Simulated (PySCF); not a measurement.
Si(H)(F)3, SMILES F[SiH](F)F, singlet, PBE0/def2-SVP optimised geometry. Atoms within 1.6 Å of the plane z = 0.0 Å (x, y, z in Å): Si1 (-0.54, -0.40, 0.00), F2 (-1.03, -1.08, -1.36), F3 (-1.03, 1.12, 0.00), F4 (1.06, -0.40, 0.00), H5 (-1.06, -1.12, 1.16).

Level of theory: PBE0/def2-TZVP (PySCF). Cells within 0.4 Å of a nucleus heavier than hydrogen are left out (blank, or x).

Map of the electrostatic potential (hartree/e), clipped to [-0.08, 0.12] on the plane z = 0.0 Å:

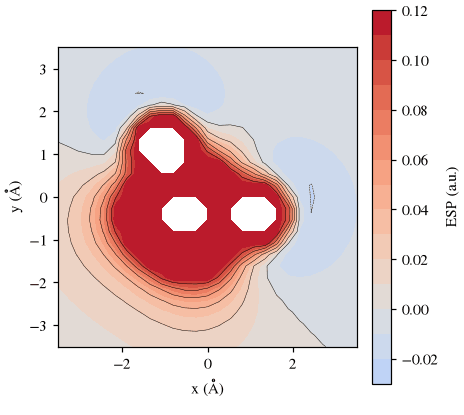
Fig. 1. Electrostatic potential (hartree/e), clipped to [-0.08, 0.12] on the plane z = 0.0 Å.
